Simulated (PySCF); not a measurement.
## Atomic calculation, with input and output: Tc¹⁰⁺

- system: Tc¹⁰⁺, configuration 1s2 2s2 2p6 3s2 3p6 3d10 4s2 4p3, multiplicity 4.
- method: unrestricted HF, cc-pVDZ-PP with ECP28, scalar-relativistic core potential (PySCF)

## Input file
```python
from pyscf import gto, scf, dft, mp, cc
import basis_set_exchange as bse
txt = bse.get_basis("cc-pVDZ-PP", elements=["Tc"], fmt="nwchem", header=False)
cut = txt.index("\nECP")
mol = gto.M(atom="Tc 0 0 0", charge=10, spin=3, symmetry="D2h",
            basis=gto.basis.parse(txt[:cut]),
            ecp={"Tc": gto.basis.parse_ecp(txt[cut:])})
mf = scf.UHF(mol)
mf.irrep_nelec = {'Ag': (1, 1), 'B1u': (1, 0), 'B2u': (1, 0), 'B3u': (1, 0)}
mf.kernel()
```

The script is an equivalent of what the driver set up; the driver started from orbitals of its own, so the log can be shorter than this script's would be, and it computed the properties (radii, ⟨L²⟩, response) afterwards. It held the occupations shell by shell, which the script's counts by irreducible representation don't always enforce.

Hardware: 1 thread of Arm Neoverse V2, 23 GiB of memory available, shared host.

Launched within a batch (the task file carries these settings):
```bash
OMP_NUM_THREADS=1 python <driver script> TASK.json OUT
```

## Output (extracts)
```
damping factor = 0
level_shift factor = 0
DIIS = <class 'pyscf.scf.diis.CDIIS'>
diis_start_cycle = 1
diis_space = 10
diis_damp = 0
SCF conv_tol = 1e-09
SCF conv_tol_grad = None
number electrons alpha = 4  beta = 1
cycle= 1 E= -49.7305525063949  delta_E= -3e-12  |g|= 3.21e-07  |ddm|= 9.09e-06
converged SCF energy = -49.7305525063949  <S^2> = 3.7500857  2S+1 = 4.0000428
```

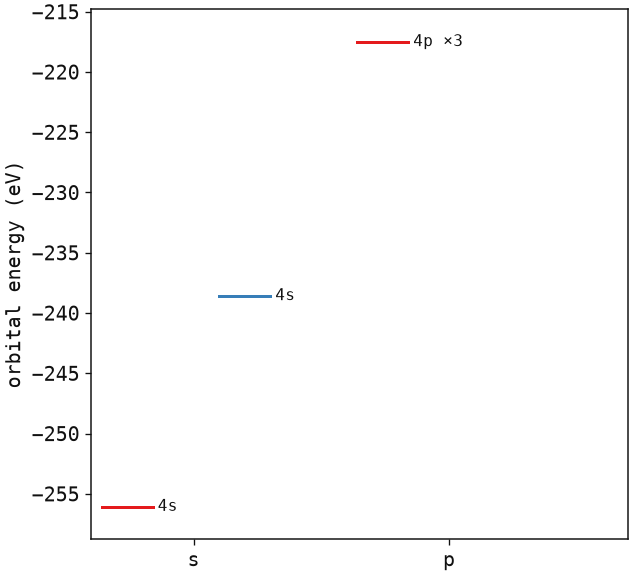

Figure 1. Orbital energies of the mean field, from the top down to −256.1 eV, by angular momentum, α spin at the left of each column and β at the right; ×n counts the orbitals under one label. The highest filled orbital is 4p α at −217.5 eV, the lowest empty one p β at −189.6 eV.

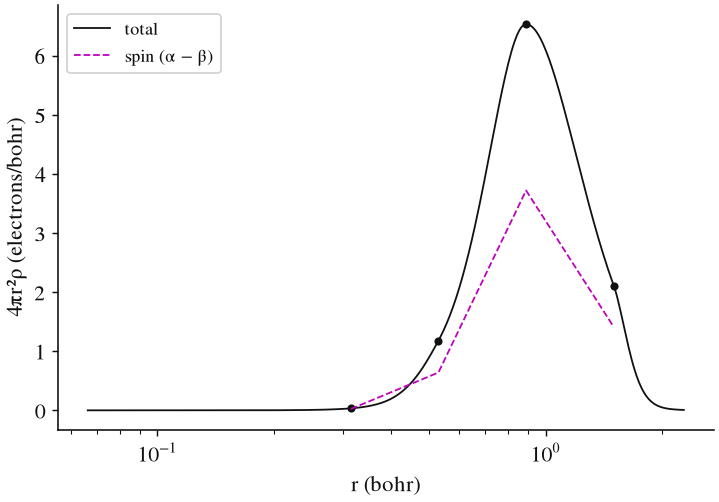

Figure 2. Spherically averaged radial density 4πr²ρ of the mean field (valence electrons alone, under a core potential) and its spin part; markers are the stored points, which are sparse, and the line is a monotone interpolation between them. The largest stored value is 6.54 electrons/bohr at r = 0.89 bohr. Root-mean-square radii of the shells: 4s 1.08, 4p 1.14 bohr.

## Outcome

| quantity | value |
| --- | --- |
| outcome | converged |
| total energy (valence electrons, under a core potential) | −49.730553 hartree |
| ⟨S²⟩ | 3.750 |
| SCF iterations | 1 |

## What is odd here

The input is odd on purpose: basis of the neutral atom used for a highly charged ion. The program ran to the end. Its numbers are those of this setting; this run alone doesn't show how far the oddity moves them.
